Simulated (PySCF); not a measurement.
## A study: Cl$_{2}$H$_{2}$Sn, SMILES `Cl[SnH2]Cl`

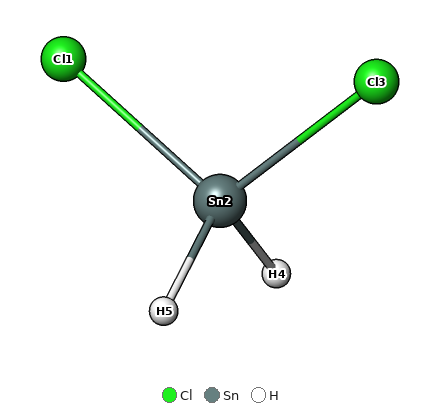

The molecule, with its atoms numbered as below. No frequency check shows the geometry to be a minimum.

Cartesian coordinates (Å):

```
Cl1      1.8181    0.8639    0.0000
Sn2     -0.0000   -0.5274    0.0000
Cl3     -1.8180    0.8640    0.0000
H4       0.0001   -1.5023    1.4031
H5      -0.0001   -1.5023   -1.4031
```

## 1. Bonding charge

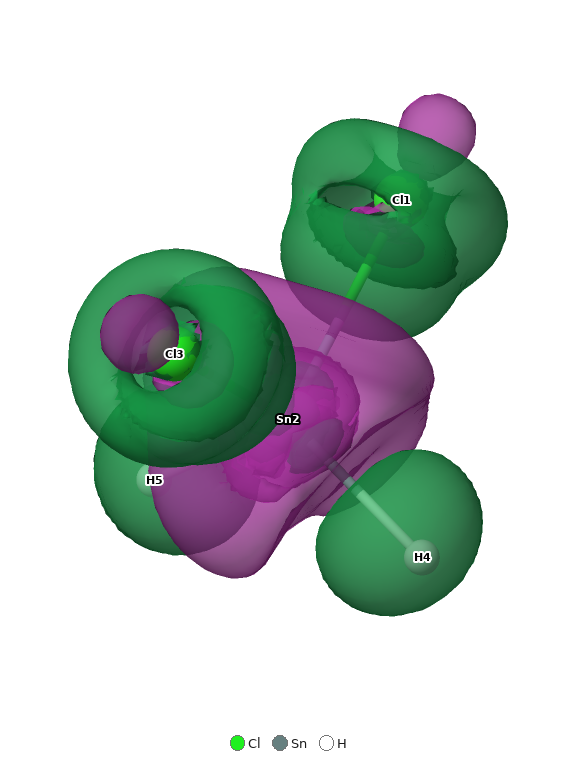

Deformation density (molecule less spherical, spin-averaged free atoms at the same positions), surfaces at ±0.04 e/Å³; green: gain, purple: loss.

Computed with PySCF, PBE0/def2-TZVP, geometry: GFN2-xTB. Core potentials replace the inner electrons of Sn; spin–orbit coupling isn't included.

**How much density has each bond gained at its critical point, relative to the free atoms?**

Sn2–H4 and Sn2–H5: +0.23 e/Å³ at the bond critical point (bond length 1.71 Å, Mayer order 0.9). Sn2–Cl3 and Cl1–Sn2: +0.07 e/Å³ at the bond critical point (bond length 2.29 Å, Mayer order 1.0). In all, 1.2 electrons gather in the regions of gain relative to the promolecule. A small or negative value marks a very polar bond, one between electron-rich atoms, whose free-atom densities already overlap strongly, a long bond to a heavier atom, or a closed-shell contact such as a hydrogen bond.

**Where do the Hirshfeld charges lie?**

The highest Hirshfeld charge is on Sn2 (+0.50 e), the lowest on Cl1 and Cl3 (−0.18 e).

```tsv
atom	charge (e)
Cl1	−0.18
Sn2	+0.50
Cl3	−0.18
H4	−0.07
H5	−0.07
```

## 2. Local ionisation energy

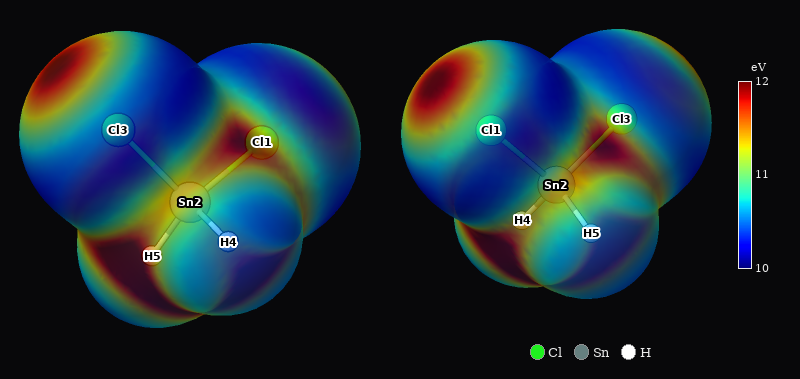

Average local ionisation energy on the surface of electron density 0.001 a.u. (back view left, front view right).

**Locate the minima of the map.**

The lowest value is 10.3 eV, 2.1 Å from Cl3, and at like points elsewhere. For comparison, the highest occupied orbital lies at −8.9 eV.

## 3. In an electric field

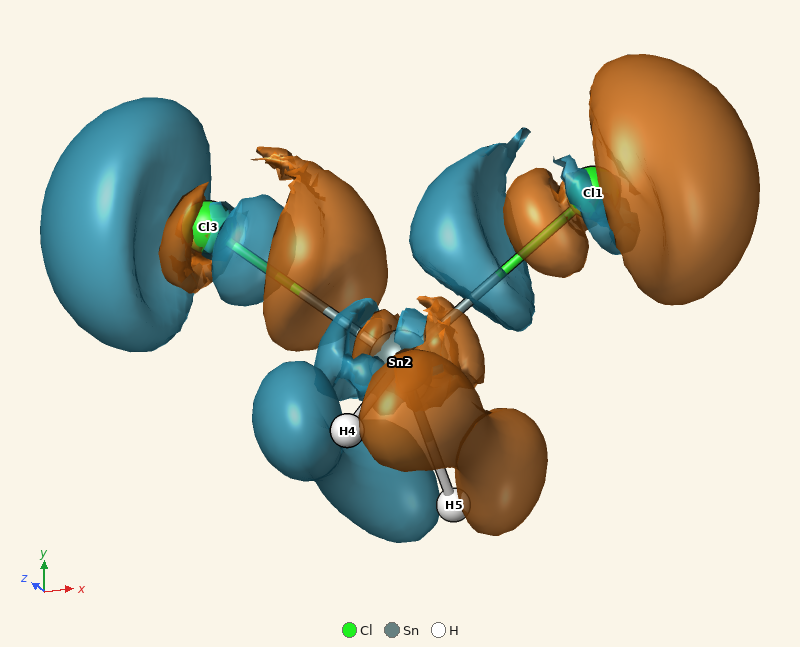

Change of the electron density in a uniform field of 0.21 V/Å, surfaces at ±0.002 e/Å³ (light blue: gain, orange: loss).

PySCF calculation, PBE0/def2-TZVP, gas phase; geometry: GFN2-xTB. Core potentials replace the inner electrons of Sn; spin–orbit coupling isn't included. A basis without diffuse functions makes polarisabilities too small.

**Along which Cartesian direction does the field point?**

Along +x: electrons gather on the −x side, against the field.

**How large is the response?**

The induced dipole is 0.70 D (along the field); α along this axis, from the fields in both directions, is 69 bohr³ (10.2 Å³).

**Which atoms gain and lose the most charge?**

Electrons gather most on Cl3 (Hirshfeld charge changes by −0.021 e) and leave Cl1 most (+0.021 e); 0.054 electrons are displaced in all.
